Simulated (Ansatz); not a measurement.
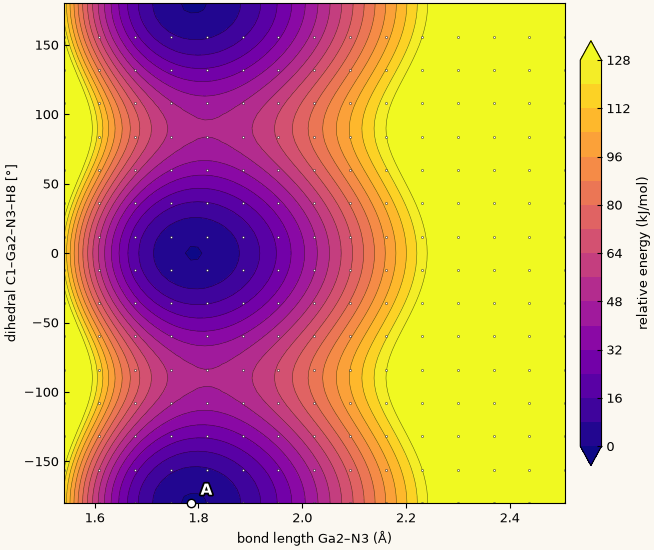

CH5ClGaN, SMILES [CH3][Ga]([NH2])[Cl]. The first coordinate is: bond length Ga2–N3; the second: dihedral C1–Ga2–N3–H8. Nothing is relaxed (all other coordinates rigid). The scan uses a 15 × 15 grid. Points are written as (first, second). Energies: kJ/mol, counted from the lowest grid point. Method: Ansatz 0.2.0, RKS SPW92 (LDA)/def2-TZVP.

The picture shows filled contours, dots at the grid points, one colour for all values above the top of the scale, the point A. Between grid points the surface is interpolated.

**What is the easiest way out of the well at A, and how high is the barrier?**

The easiest path leads from the well at about (1.79 Å, −180°) to a well of about the same depth at about (1.79 Å, 0°). Its highest point lies about 49 kJ/mol above the bottom of the first well on the interpolated surface, at about (1.82 Å, 90°). The start is the relaxed structure and all else is held, so a fully relaxed path at this level can only be lower.

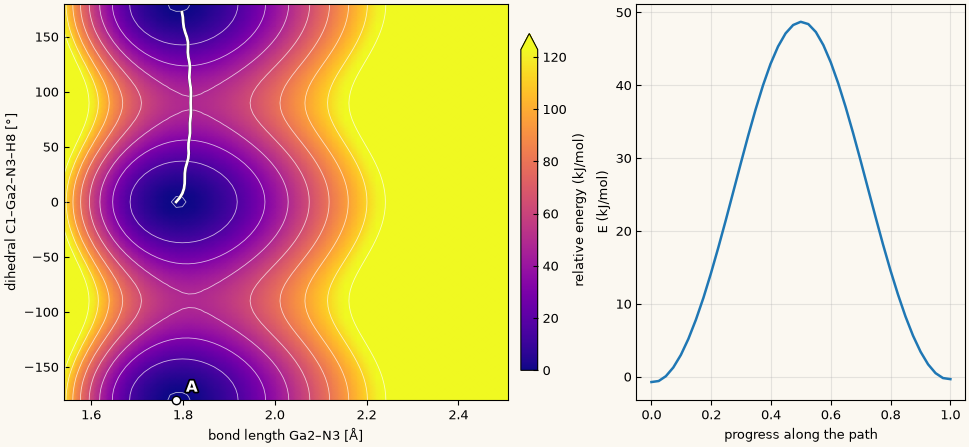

Drawn: a smooth colour map with a few white contour lines, a line along the lowest path, one colour for all values above the top of the scale, the energy along the path at the right. Between grid points the surface is interpolated.
